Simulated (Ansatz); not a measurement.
**Run report: Cu6P (charge −1), geometry relaxation (part 2 of 2)**

Continued. System: Cu6P, charge −1. Method: RKS PBE0-D4/def2-SVPD (Ansatz 0.2.0). The geometry: GFN2-xTB start.

Geometry of the input (Å):
```
P  0.9628  -0.0595  1.4795
Cu -0.0236  -1.4523  -1.0414
Cu -0.1018  3.5330  -1.1245
Cu -2.3477  -1.9519  -0.5131
Cu 2.0136  -0.7703  -0.2895
Cu 0.4683  1.8800  0.3675
Cu -0.9715  -1.1791  1.1214
```

Trajectory as extended XYZ, continued
```
7
Properties=species:S:1:pos:R:3:forces:R:3 step=4 energy=-277054.85295
P     0.9882   -0.2425    1.5019    0.0454  -0.1283  -0.0127
Cu   -0.1078   -0.9379   -0.8539   -0.1332   0.2797   0.0926
Cu   -0.1033    3.3280   -1.1304    0.0361  -0.1634  -0.0314
Cu   -2.3391   -1.9270   -0.5846    0.0583   0.0140  -0.0367
Cu    2.1865   -0.5309   -0.2832    0.1147   0.1026   0.0144
Cu    0.4244    1.4076    0.1104   -0.0319  -0.0321  -0.1122
Cu   -1.0489   -1.0973    1.2398   -0.0894  -0.0726   0.0860
7
Properties=species:S:1:pos:R:3:forces:R:3 step=5 energy=-277054.95360
P     0.9588   -0.2897    1.5018    0.0254  -0.0759   0.0000
Cu   -0.1701   -0.7698   -0.7987   -0.2035   0.1214   0.0580
Cu   -0.0219    3.2111   -1.2461    0.0173  -0.0706  -0.0943
Cu   -2.3540   -1.8932   -0.6019    0.0812   0.0209   0.0172
Cu    2.1687   -0.3950   -0.3060    0.1341   0.0056   0.0091
Cu    0.4437    1.4251    0.1583   -0.0048   0.1247   0.0427
Cu   -1.0251   -1.2884    1.2925   -0.0498  -0.1261  -0.0327
7
Properties=species:S:1:pos:R:3:forces:R:3 step=6 energy=-277055.03448
P     0.9324   -0.3231    1.4969   -0.0437   0.0350  -0.0748
Cu   -0.2581   -0.6039   -0.7546   -0.1339   0.0515   0.1631
Cu    0.0274    3.1267   -1.3598    0.0338  -0.1427  -0.0238
Cu   -2.3473   -1.8966   -0.6106    0.0452   0.0140   0.0220
Cu    2.1569   -0.3438   -0.3141   -0.0273  -0.0340   0.0246
Cu    0.4874    1.4913    0.2330    0.0281   0.1286   0.0709
Cu   -0.9986   -1.4507    1.3091    0.0978  -0.0524  -0.1820
7
Properties=species:S:1:pos:R:3:forces:R:3 step=7 energy=-277055.11828
P     0.9068   -0.3166    1.5035   -0.0738   0.0208  -0.0084
Cu   -0.3466   -0.4386   -0.7007   -0.1197   0.0582   0.1417
Cu    0.0634    3.0023   -1.4531    0.0195  -0.1916   0.0027
Cu   -2.3416   -1.8929   -0.6255    0.0545   0.0258   0.0253
Cu    2.1139   -0.3288   -0.3199   -0.0557  -0.0311   0.0017
Cu    0.5386    1.5680    0.3183    0.0244   0.0661   0.0601
Cu   -0.9344   -1.5934    1.2774    0.1508   0.0517  -0.2231
7
Properties=species:S:1:pos:R:3:forces:R:3 step=8 energy=-277055.22394
P     0.9020   -0.3077    1.5258   -0.0352  -0.0084   0.0900
Cu   -0.4247   -0.2735   -0.6557   -0.0796   0.1417   0.0369
Cu    0.0631    2.8192   -1.5206   -0.0240  -0.3107   0.0502
Cu   -2.3241   -1.8703   -0.6498    0.0434   0.0532  -0.0053
Cu    2.0640   -0.3300   -0.3277   -0.0887  -0.0024  -0.0109
Cu    0.5848    1.6253    0.4163    0.0298   0.0210   0.0258
Cu   -0.8652   -1.6629    1.2116    0.1542   0.1055  -0.1867
7
Properties=species:S:1:pos:R:3:forces:R:3 step=9 energy=-277055.35000
P     0.9103   -0.3018    1.5552    0.0333  -0.0177   0.1705
Cu   -0.4698   -0.1469   -0.6333   -0.0684   0.1892  -0.0728
Cu    0.0351    2.6282   -1.5490   -0.0813  -0.3834   0.0444
Cu   -2.3080   -1.8296   -0.6776    0.0398   0.0841  -0.0316
Cu    2.0222   -0.3267   -0.3322   -0.1062   0.0084  -0.0157
Cu    0.6217    1.6542    0.4887    0.0467  -0.0073   0.0692
Cu   -0.8116   -1.6774    1.1482    0.1361   0.1268  -0.1641
7
Properties=species:S:1:pos:R:3:forces:R:3 step=10 energy=-277055.49376
P     0.9311   -0.2974    1.5943    0.0947  -0.0183   0.2261
Cu   -0.4984   -0.0430   -0.6336   -0.0818   0.1524  -0.1253
Cu   -0.0096    2.4381   -1.5586   -0.1054  -0.3619   0.0218
Cu   -2.2930   -1.7800   -0.7078    0.0443   0.1106  -0.0578
Cu    1.9821   -0.3247   -0.3328   -0.1352   0.0140  -0.0112
Cu    0.6523    1.6692    0.5518    0.0494  -0.0441   0.0913
Cu   -0.7644   -1.6622    1.0865    0.1339   0.1473  -0.1449
7
Properties=species:S:1:pos:R:3:forces:R:3 step=11 energy=-277055.62605
P     0.9740   -0.2896    1.6612    0.1232  -0.0266   0.2448
Cu   -0.5317    0.0419   -0.6473   -0.1574  -0.0688  -0.0908
Cu   -0.0629    2.2501   -1.5674   -0.0257  -0.0578  -0.0566
Cu   -2.2744   -1.7111   -0.7473    0.0522   0.0978  -0.0619
Cu    1.9207   -0.3334   -0.3268   -0.1738   0.0074   0.0126
Cu    0.6712    1.6706    0.6120    0.0167  -0.1055   0.0390
Cu   -0.6969   -1.6285    1.0157    0.1647   0.1535  -0.0872
7
Properties=species:S:1:pos:R:3:forces:R:3 step=12 energy=-277055.77350
P     1.0882   -0.2768    1.8244    0.0514  -0.0023  -0.0680
Cu   -0.6215    0.1018   -0.7387   -0.2656  -0.2193  -0.0500
Cu   -0.0807    2.1716   -1.5930    0.1369   0.3337  -0.0945
Cu   -2.2346   -1.6641   -0.7807    0.0205  -0.0217  -0.0268
Cu    1.7618   -0.4054   -0.3003   -0.1835  -0.0561   0.1993
Cu    0.6411    1.6064    0.6554   -0.0440  -0.2388  -0.0053
Cu   -0.5543   -1.5334    0.9328    0.2842   0.2046   0.0453
7
Properties=species:S:1:pos:R:3:forces:R:3 step=13 energy=-277055.89707
P     1.1939   -0.2626    1.9327    0.0658   0.0302  -0.0463
Cu   -0.7392    0.1462   -0.8525   -0.1457  -0.0115  -0.1171
Cu   -0.0336    2.2184   -1.6047    0.1200   0.1823   0.0591
Cu   -2.1943   -1.6915   -0.7802    0.0507  -0.1075   0.0563
Cu    1.6066   -0.5041   -0.2513    0.1997  -0.0035  -0.0595
Cu    0.5761    1.5055    0.6718   -0.0986  -0.1439  -0.0336
Cu   -0.4095   -1.4120    0.8842   -0.1920   0.0539   0.1411
7
Properties=species:S:1:pos:R:3:forces:R:3 step=14 energy=-277055.96834
P     1.3083   -0.2765    1.9586   -0.1580   0.0119  -0.3052
Cu   -0.7700    0.1420   -0.9984   -0.0698  -0.0469  -0.0734
Cu    0.0003    2.2672   -1.5383    0.0522   0.1423  -0.0070
Cu   -2.1384   -1.7530   -0.7619    0.0104  -0.0400   0.0466
Cu    1.5769   -0.5552   -0.2726    0.1923   0.0347   0.0546
Cu    0.4812    1.3993    0.6823    0.0166  -0.1436   0.0819
Cu   -0.4584   -1.2239    0.9303   -0.0438   0.0417   0.2025
7
Properties=species:S:1:pos:R:3:forces:R:3 step=15 energy=-277055.98472
P     1.3287   -0.2945    1.9407   -0.0864  -0.0024  -0.1428
Cu   -0.7333    0.1055   -1.0973    0.0124   0.0383   0.0478
Cu   -0.0126    2.3321   -1.4955   -0.0418  -0.0852   0.0376
Cu   -2.1336   -1.7697   -0.7173    0.0026   0.0446  -0.0012
Cu    1.6302   -0.5731   -0.2788   -0.0071   0.0040   0.1291
Cu    0.4283    1.3328    0.6797    0.0494   0.0357  -0.0425
Cu   -0.5077   -1.1331    0.9685    0.0710  -0.0349  -0.0280
7
Properties=species:S:1:pos:R:3:forces:R:3 step=16 energy=-277056.00246
P     1.2940   -0.2712    1.9598   -0.0091   0.0068  -0.0437
Cu   -0.6916    0.1116   -1.0960    0.0571  -0.0234   0.0011
Cu   -0.1839    2.3837   -1.4757   -0.0097   0.0322   0.0126
Cu   -2.1443   -1.7172   -0.7455   -0.0083  -0.0123   0.0136
Cu    1.7044   -0.7014   -0.1910   -0.0666   0.0094   0.0402
Cu    0.5231    1.3366    0.5989    0.0207  -0.0115  -0.0109
Cu   -0.5017   -1.1422    0.9494    0.0159  -0.0013  -0.0129
7
Properties=species:S:1:pos:R:3:forces:R:3 step=17 energy=-277056.00588
P     1.2927   -0.2598    1.9592   -0.0091   0.0001   0.0137
Cu   -0.6547    0.1046   -1.1109    0.0014  -0.0005  -0.0038
Cu   -0.2385    2.4125   -1.4511   -0.0076  -0.0073   0.0034
Cu   -2.1293   -1.7159   -0.7536    0.0094   0.0064   0.0005
Cu    1.6876   -0.7537   -0.1728    0.0054  -0.0088  -0.0204
Cu    0.5550    1.3365    0.5727    0.0082   0.0140   0.0004
Cu   -0.5127   -1.1241    0.9564   -0.0077  -0.0039   0.0063
7
Properties=species:S:1:pos:R:3:forces:R:3 step=18 energy=-277056.00619
P     1.2910   -0.2579    1.9585    0.0008   0.0006   0.0040
Cu   -0.6477    0.1053   -1.1104   -0.0003   0.0004  -0.0021
Cu   -0.2544    2.4163   -1.4454   -0.0014   0.0005   0.0011
Cu   -2.1195   -1.7169   -0.7598    0.0019  -0.0001   0.0003
Cu    1.6825   -0.7692   -0.1720   -0.0035  -0.0005  -0.0003
Cu    0.5676    1.3398    0.5668    0.0026  -0.0004  -0.0021
Cu   -0.5195   -1.1175    0.9622   -0.0002  -0.0005  -0.0009
```

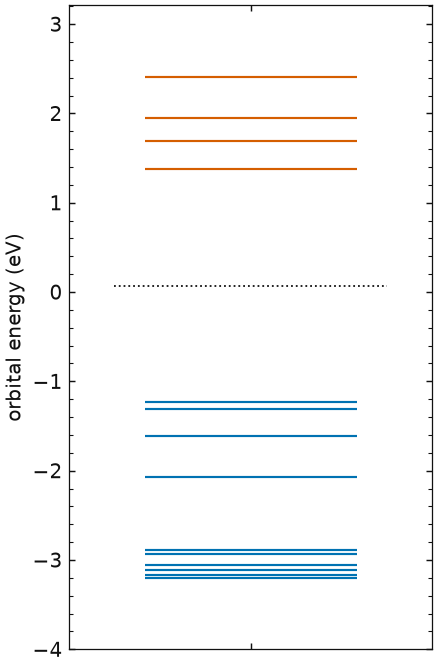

Fig. 1: Orbital energies near the frontier; the dotted line parts filled from empty levels, and levels within 0.02 eV of each other stand side by side. Highest filled −1.24 eV, lowest empty 1.38 eV, 2.62 eV apart.

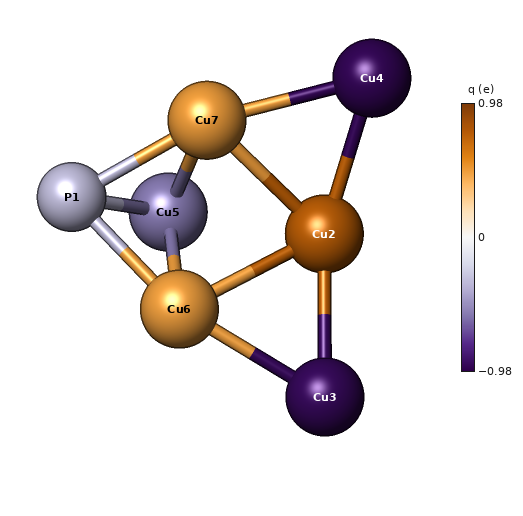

Fig. 2: Mulliken charges, as the colour of each atom (ball-and-stick view, seen on its broad side; atoms are numbered from 1 in the order of the input). By element: P −0.31 and Cu −0.94 to +0.76 e.
